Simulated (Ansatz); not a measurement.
**BF (singlet): PBE0, B3LYP over a scan of the distance B1–F2, 6-31G**

Aim: run BF (singlet) with these functionals over a scan of the distance B1–F2, and hold them against the top wave-function level at the same points.

The runs use Ansatz 0.2.0, Gaussian basis; 6-31G, all electrons in the functionals.

The runs, in order: PBE0, B3LYP, at 1.019 Å; 1.117 Å; 1.263 Å; 1.411 Å; 1.532 Å; 1.707 Å; 2.018 Å; 2.335 Å; 2.801 Å; 3.379 Å; 4.284 Å.

32 further runs of the same task are left out: 12 for a known fault of the program, 18 that didn't finish, 2 set aside as unsound or not needed. Runs told in other sessions of the task aren't counted.

## (1) The geometry

The geometry derives from a PBE0/def2-TZVP stationary point (not a proven minimum). One bond is set to the value named and the two fragments are kept rigid.

2 atoms, charge 0, spin multiplicity 1.

Atoms are counted from 1 here; the program's logs count them from 0.

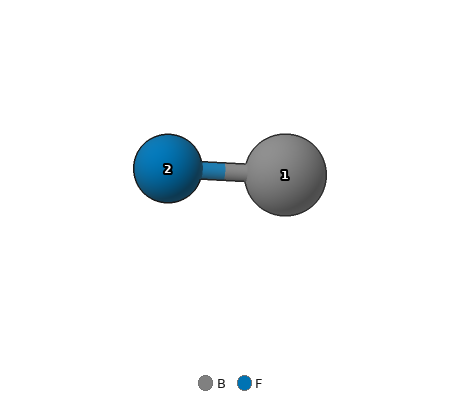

The geometry (boron grey, fluorine blue); atoms are numbered from 1 in the order of the file.

No dispersion term is added. B3LYP takes the VWN-RPA correlation.

The geometry shown and the zero of energy belong to the point 1.263 Å. The yardstick, FCI, and other wave-function levels (R restricted, U unrestricted, valence and pair active spaces) come from earlier runs.

## (2) PBE0, 1.019 Å

File in.yaml:

```yaml
crystal:
  periodic: [false, false, false]
  atoms:
    - {symbol: B, position_ang: [0.000000, 0.000000, 0.000000]}
    - {symbol: F, position_ang: [0.000000, 0.000000, 1.019000]}
basis:
  gaussian: {orbitals: 6-31G}
hamiltonian: {xc: {name: PBE0}}
output: {forces: true, orbitals: {seedname: orbitals}}
```

Command:

```console
$ ansatz run in.yaml --threads 1 --pin off --events-out ev --progress --plain --max-ram 2393MiB
```

After this run come: PBE0, 1.117 Å; PBE0, 1.263 Å; PBE0, 1.411 Å; PBE0, 1.532 Å; PBE0, 1.707 Å; PBE0, 2.018 Å; PBE0, 2.335 Å; PBE0, 2.801 Å; PBE0, 3.379 Å; PBE0, 4.284 Å; B3LYP, 1.019 Å; B3LYP, 1.117 Å; B3LYP, 1.263 Å; B3LYP, 1.411 Å; B3LYP, 1.532 Å; B3LYP, 1.707 Å; B3LYP, 2.018 Å; B3LYP, 2.335 Å; B3LYP, 2.801 Å; B3LYP, 3.379 Å; B3LYP, 4.284 Å.

Before running them: what should the planned runs give, taken together? Wanted: span of the FCI curve; largest miss, PBE0; largest miss, B3LYP.

As calculated:

```
             quantity                value
span of the FCI curve             6.377 eV
   largest miss, PBE0  +0.513 eV (2.335 Å)
  largest miss, B3LYP  +0.420 eV (2.335 Å)
```

Of the functionals, B3LYP keep the smallest largest miss at the points compared (at most 0.420 eV) and PBE0 strays most (0.513 eV, at 2.335 Å). PBE0, B3LYP clearly break the spin symmetry at some points (⟨S²⟩ up to 0.82 above the pure value), so energy there is bought with a mixed spin. Functionals and the yardstick converge differently with the basis, so part of each miss in 6-31G is the basis.
